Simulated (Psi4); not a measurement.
**BH5Se (SMILES [BH3-][SeH2+]): TPSS/aug-cc-pVDZ**

Aim: the energy change on altering one bond length of BH5Se at TPSS/aug-cc-pVDZ, from 2 runs. 

Program for the calculation: Psi4 1.11.

2 further runs of the same task are left out: 2 set aside as unsound or not needed.

**1. The molecule**

The species is BH5Se (7 atoms), meant as a singlet with charge 0. SMILES: `[BH3-][SeH2+]`. Geometry: relaxed at PBE0-D4/def2-TZVP.

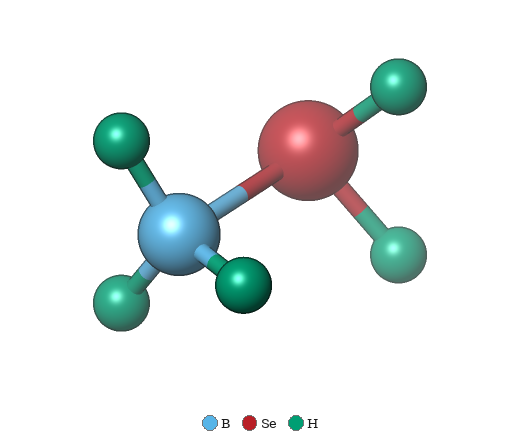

Viewed from a chosen angle; boron blue, selenium red, hydrogen teal.

**2. The energy at TPSS/aug-cc-pVDZ**

Contents of job.inp:

```
memory 1600 MB

molecule molecule1 {
  0 1
  B
  Se 1 r2
  H 1 r3 2 a3
  H 1 r4 3 a4 2 d4
  H 1 r5 3 a5 4 d5
  H 2 r6 1 a6 3 d6
  H 2 r7 6 a7 1 d7

  r2 = 2.124192
  r3 = 1.201228
  a3 = 105.75099
  r4 = 1.206705
  a4 = 116.6891
  d4 = 109.66695
  r5 = 1.20672
  a5 = 116.68576
  d5 = 140.66735
  r6 = 1.472007
  a6 = 101.99416
  d6 = -46.93411
  r7 = 1.471991
  a7 = 91.19972
  d7 = -102.53334
  symmetry c1
}

set {
  basis aug-cc-pVDZ
  reference rks
  puream true
  e_convergence 1e-09
  d_convergence 1e-08
  scf_type pk
  dft_radial_points 99
  dft_spherical_points 590
}

e, wfn = energy("tpss", return_wfn=True)
oeprop(wfn, "LOWDIN_CHARGES", "MAYER_INDICES", "MULLIKEN_CHARGES")
```

Command:

```console
$ psi4 job.inp job.out -n 1
```

job.out, shortened:

```text
[...]
  Running in c1 symmetry.
[...]
  Nuclear repulsion =   97.685309417569172
[...]
  Multiplicity = 1
[...]
  Nalpha       = 22
  Nbeta        = 22
[...]
    Number of basis functions: 104
[...]
   @RKS iter   1: -2428.78570322705173   -2.06083e+00   1.04583e-02 DIIS/ADIIS
[...]
   @RKS iter  11: -2429.30016692359413   -1.68257e-11   3.85967e-09 DIIS
[...]
    Orbital Energies [Eh]
    ---------------------
    Doubly Occupied:
       1A   -452.891186     2A    -57.635993     3A    -51.708095
       4A    -51.707188     5A    -51.705064     6A     -7.689660
       7A     -6.554290     8A     -5.649540     9A     -5.646397
      10A     -5.638542    11A     -2.051224    12A     -2.050706
      13A     -2.044536    14A     -2.042364    15A     -2.041069
      16A     -0.721529    17A     -0.462189    18A     -0.430312
      19A     -0.366686    20A     -0.283295    21A     -0.275482
      22A     -0.265706
[...]
  @RKS Final Energy: -2429.30016692359413
   => Energetics <=
    Nuclear Repulsion Energy =             97.6853094175691723
    One-Electron Energy =               -3571.2498027644987815
    Two-Electron Energy =                1137.2142829516346865
    DFT Exchange-Correlation Energy =     -92.9499565282989977
    Empirical Dispersion Energy =           0.0000000000000000
    VV10 Nonlocal Energy =                  0.0000000000000000
    Total Energy =                      -2429.3001669235941336
[...]
 Multipole Moments:
 ------------------------------------------------------------------------------------
     Multipole            Electronic (a.u.)      Nuclear  (a.u.)        Total (a.u.)
 ------------------------------------------------------------------------------------
 L = 1.  Multiply by 2.5417464519 to convert [e a0] to [Debye]
 Dipole X            :         -0.0004466            0.0005079            0.0000613
 Dipole Y            :         -1.5478884            1.9138099            0.3659215
 Dipole Z            :          7.7641586           -6.4063378            1.3578207
 Magnitude           :                                                    1.4062630
[...]
  Mulliken Charges: (a.u.)
   Center  Symbol    Alpha    Beta     Spin     Total
       1     B     3.44569  3.44569  0.00000 -1.89139
       2    SE    17.15641 17.15641  0.00000 -0.31283
       3     H     0.16406  0.16406  0.00000  0.67187
       4     H     0.23531  0.23531  0.00000  0.52937
       5     H     0.23528  0.23528  0.00000  0.52945
       6     H     0.38161  0.38161  0.00000  0.23679
       7     H     0.38163  0.38163  0.00000  0.23674
   Total alpha = 22.00000, Total beta = 22.00000, Total charge = -0.00000
  Lowdin Charges: (a.u.)
[...]
```

Wall time 35 s (1 thread of AMD EPYC 9R45 (Zen 5), shared host); peak memory 0.9 GiB.

**3. The distorted shape: energy and gradient at TPSS/aug-cc-pVDZ**

Contents of bh5se.json:

```json
{
  "schema_name": "qcschema_input",
  "schema_version": 1,
  "molecule": {
    "schema_name": "qcschema_molecule",
    "schema_version": 2,
    "symbols": ["B", "Se", "H", "H", "H", "H", "H"],
    "geometry": [-3.17517642, 1.33995377, -2.62567996, -0.01555434, 3.61291636, -1.64396724, -3.77856597, 0.26677831, -0.71856836, -2.23352589, 0.06438864, -4.26463943, -4.5911482, 2.96001598, -3.3810035, -0.88256068, 4.82441977, 0.7051513, 3.45007299, -0.32125344, 1.51234782],
    "molecular_charge": 0,
    "molecular_multiplicity": 1,
    "fix_symmetry": "c1",
    "fix_com": true,
    "fix_orientation": true
  },
  "driver": "gradient",
  "model": {
    "method": "tpss",
    "basis": "aug-cc-pVDZ"
  },
  "keywords": {
    "puream": true,
    "e_convergence": 1e-09,
    "d_convergence": 1e-08,
    "scf_type": "pk",
    "dft_radial_points": 99,
    "dft_spherical_points": 590,
    "scf_properties": ["QUADRUPOLE", "MAYER_INDICES", "LOWDIN_CHARGES"]
  }
}
```

Command:

```console
$ psi4 --qcschema bh5se.json -n 1 --memory 1600MB
```

stdout, shortened:

```text
[...]
  Running in c1 symmetry.
[...]
  Nuclear repulsion =   90.465664535896821
[...]
  Multiplicity = 1
[...]
  Nalpha       = 22
  Nbeta        = 22
[...]
    Number of basis functions: 104
[...]
   @RKS iter   1: -2428.29181573231017   -1.83027e+00   1.10601e-02 ADIIS/DIIS
[...]
   @RKS iter  23: -2429.15253722351054   -1.45519e-11   4.30169e-09 DIIS
[...]
  @RKS Final Energy: -2429.15253722351054
   => Energetics <=
    Nuclear Repulsion Energy =             90.4656645358968206
    One-Electron Energy =               -3556.7138405059658908
    Two-Electron Energy =                1129.8688095002726186
    DFT Exchange-Correlation Energy =     -92.7731707537140124
    Empirical Dispersion Energy =           0.0000000000000000
    VV10 Nonlocal Energy =                  0.0000000000000000
    Total Energy =                      -2429.1525372235105351
[...]
 Multipole Moments:
 ------------------------------------------------------------------------------------
     Multipole            Electronic (a.u.)      Nuclear  (a.u.)        Total (a.u.)
 ------------------------------------------------------------------------------------
 L = 1.  Multiply by 2.5417464519 to convert [e a0] to [Debye]
 Dipole X            :         24.9134880          -24.4404574            0.4730306
 Dipole Y            :       -136.6997294          137.3332744            0.6335450
 Dipole Z            :         75.5863085          -75.1699981            0.4163103
 Magnitude           :                                                    0.8935611
 L = 2.  Multiply by 1.3450342976 to convert [e a0^2] to [Debye ang]
 Quadrupole XX       :       -127.1062709          103.4437098          -23.6625610
 Quadrupole XY       :         42.3934328          -43.2915463           -0.8981134
[...]
  -Total Gradient:
     Atom            X                  Y                   Z
    ------   -----------------  -----------------  -----------------
       1       -0.023640297053     0.005745937285    -0.003049150347
       2       -0.007031890523     0.019724433735    -0.001198720512
       3        0.006752285797    -0.000646902546    -0.004714716437
       4        0.001362400946     0.000331537629     0.003511087369
       5        0.007777277277    -0.009289214437     0.001106497056
       6        0.002771366139    -0.001449739130    -0.006277868546
       7        0.012009904375    -0.014417989956     0.010625816626
[...]
```

The result, in JSON:

```text
{
 "driver": "gradient",
 "model": {
  "method": "tpss",
  "basis": "aug-cc-pVDZ"
 },
 "success": true,
 "return_result": [-0.023640297053295567, 0.005745937284911462, -0.003049150346977325, -0.0070318905227808315, 0.019724433735112956, -0.0011987205117975075, 0.0067522857969511685, -0.0006469025462000066, -0.004714716437392852, 0.0013624009462313985, 0.00033153762870263837, 0.0035110873691402422, 0.007777277276670547, -0.009289214437258692, 0.0011064970555394738, 0.0027713661390536826, -0.001449739130054889, -0.0062778685461917505, 0.012009904374785173, -0.014417989956398092, 0.010625816626052453],
 "properties": {
  "calcinfo_nbasis": 104,
  "calcinfo_nmo": 104,
  "calcinfo_nalpha": 22,
  "calcinfo_nbeta": 22,
  "calcinfo_natom": 7,
  "nuclear_repulsion_energy": 90.46566453589682,
  "return_energy": -2429.1525372235105,
  "return_gradient": [-0.023640297053295567, 0.005745937284911462, -0.003049150346977325, -0.0070318905227808315, 0.019724433735112956, -0.0011987205117975075, 0.0067522857969511685, -0.0006469025462000066, -0.004714716437392852, 0.0013624009462313985, 0.00033153762870263837, 0.0035110873691402422, 0.007777277276670547, -0.009289214437258692, 0.0011064970555394738, 0.0027713661390536826, -0.001449739130054889, -0.0062778685461917505, 0.012009904374785173, -0.014417989956398092, 0.010625816626052453],
  "scf_one_electron_energy": -3556.713840505966,
  "scf_two_electron_energy": 1129.8688095002726,
  "scf_xc_energy": -92.77317075371401,
  "scf_dipole_moment": [0.4730305811102653, 0.6335449804572875, 0.416310341707657],
  "scf_total_energy": -2429.1525372235105,
  "scf_total_gradient": [-0.023640297053295567, 0.005745937284911462, -0.003049150346977325, -0.0070318905227808315, 0.019724433735112956, -0.0011987205117975075, 0.0067522857969511685, -0.0006469025462000066, -0.004714716437392852, 0.0013624009462313985, 0.00033153762870263837, 0.0035110873691402422, 0.007777277276670547, -0.009289214437258692, 0.0011064970555394738, 0.0027713661390536826, -0.001449739130054889, -0.0062778685461917505, 0.012009904374785173, -0.014417989956398092, 0.010625816626052453],
  "scf_iterations": 23
 }
}
```

Wall time 79 s (1 thread of AMD EPYC 9R45 (Zen 5), shared host); peak memory 0.88 GiB.

**4. Outcome**

At TPSS/aug-cc-pVDZ:

```
                                                          quantity           value
                                         first shape: total energy  -2429.30017 Eh
                                        first shape: dipole moment          3.57 D
                                          first shape: HOMO energy        -7.23 eV
                                          first shape: LUMO energy        -1.47 eV
                                        first shape: HOMO–LUMO gap         5.76 eV
                                     distorted shape: total energy  -2429.15254 Eh
                                    distorted shape: dipole moment          2.27 D
                                      distorted shape: HOMO energy        -7.12 eV
                                      distorted shape: LUMO energy        -6.27 eV
                                    distorted shape: HOMO–LUMO gap         0.85 eV
                         distorted shape: largest force on an atom      1.261 eV/Å
energy change with the Se2–H7 bond stretched from 1.472 to 3.238 Å        4.017 eV
```

**Reading.** One bond (distorted shape) is far stretched, which a spin-restricted single reference describes badly; a broken-symmetry solution may lie lower. With the Se2–H7 bond stretched from 1.472 to 3.238 Å the energy rises by 4.02 eV (388 kJ/mol). The first shape isn't relaxed at this level, so the change isn't measured from a minimum. A restricted reference can't describe the breaking bond well at this length. Mulliken charges (first shape) run from -1.89 on B1 to +0.67 on H3; in a basis this large or diffuse they mean little.
